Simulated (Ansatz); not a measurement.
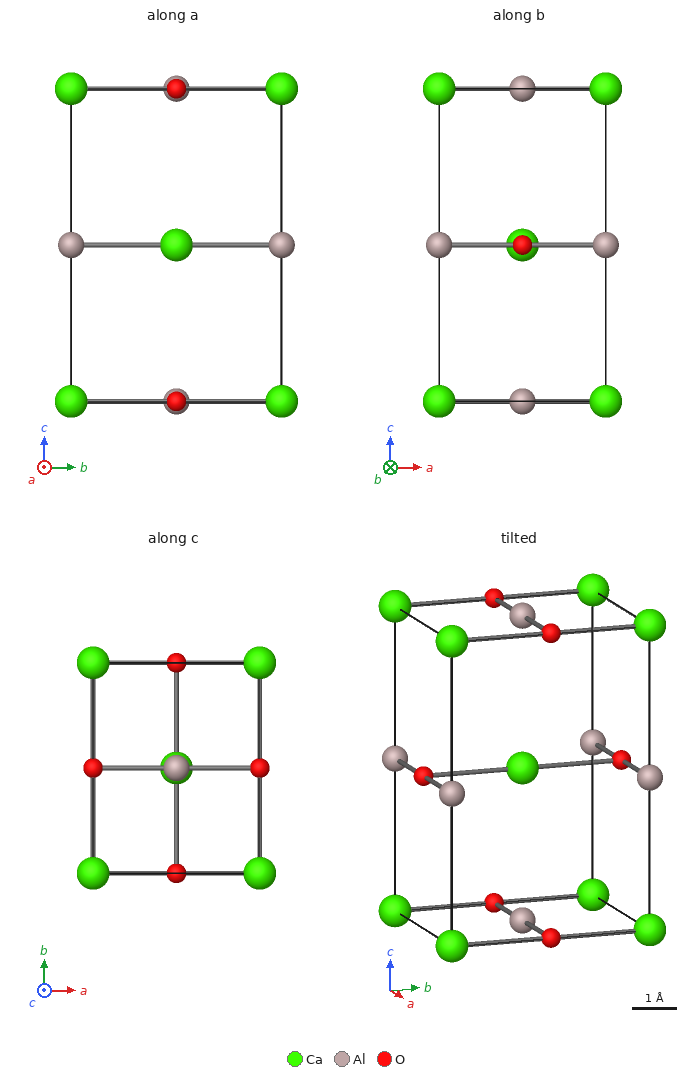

Ball-and-stick drawing of the structure, looking along the a axis, along the b axis, along the c axis and slightly off an axis. Atoms at the boundary of the conventional unit cell (the box) are drawn once for each face, edge or corner they touch.

Lattice parameters: a = 3.8268 Å, b = 4.8344 Å, c = 7.1793 Å, α = 90.000°, β = 90.000°, γ = 90.000°.

Convert the drawing into a CIF in P1 with every atom of the cell.

Answer.
```cif
data_structure
_symmetry_space_group_name_H-M 'P 1'
_symmetry_Int_Tables_number 1
_cell_length_a 3.8268
_cell_length_b 4.8344
_cell_length_c 7.1793
_cell_angle_alpha 90.000
_cell_angle_beta 90.000
_cell_angle_gamma 90.000
_cell_volume 132.82
loop_
_atom_site_label
_atom_site_type_symbol
_atom_site_fract_x
_atom_site_fract_y
_atom_site_fract_z
_atom_site_occupancy
Ca1 Ca 0.0000 0.0000 0.0000 1
Al1 Al 0.5000 0.5000 0.0000 1
O1 O 0.0000 0.5000 0.0000 1
Ca2 Ca 0.5000 0.5000 0.5000 1
Al2 Al 0.0000 0.0000 0.5000 1
O2 O 0.5000 0.0000 0.5000 1
```

The model was built from a random cell made by a generator, so it need not be a real form of the compound. Earlier steps of the study, as a rule a relaxation of our own, may have changed the cell and positions, so they can lie some per cent off the listed ones. A calculation with Ansatz used it as input.
